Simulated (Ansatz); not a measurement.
```yaml
crystal:
  periodic: [false, false, false]
  atoms:
    - {symbol: O, position_ang: [-1.443215, -0.105619, -0.275034]}
    - {symbol: Si, position_ang: [-0.490889, -1.027853, 0.693840]}
    - {symbol: O, position_ang: [0.969891, -0.278623, 0.430234]}
    - {symbol: H, position_ang: [-1.231874, 0.648926, -0.836057]}
    - {symbol: H, position_ang: [1.722334, -0.643723, 0.901797]}
basis:
  gaussian: {orbitals: def2-TZVPP}
correlation: {method: ccsd_t}
```

Geometry: moved along internal coordinates away from the minimum.

What structure does this define?

It has 5 atoms: 2 hydrogen, 2 oxygen and 1 silicon (H₂O₂Si). As SMILES it reads `O[Si]O`. Among its groups: Si–O bond. All atoms lie on one plane. Coordination: 2 O bent; 1 Si bent.

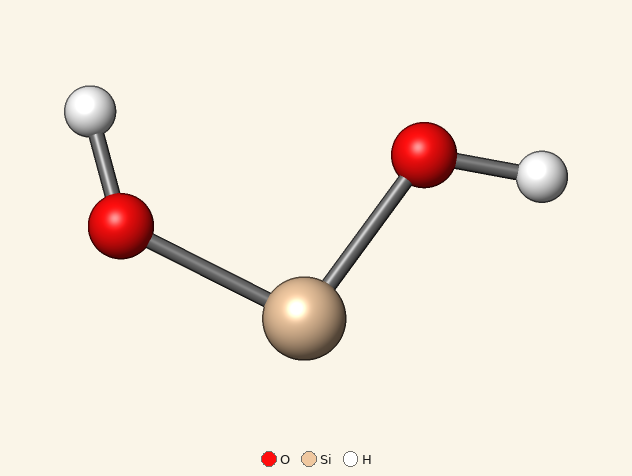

Simulated data, not a measurement (program: Ansatz).
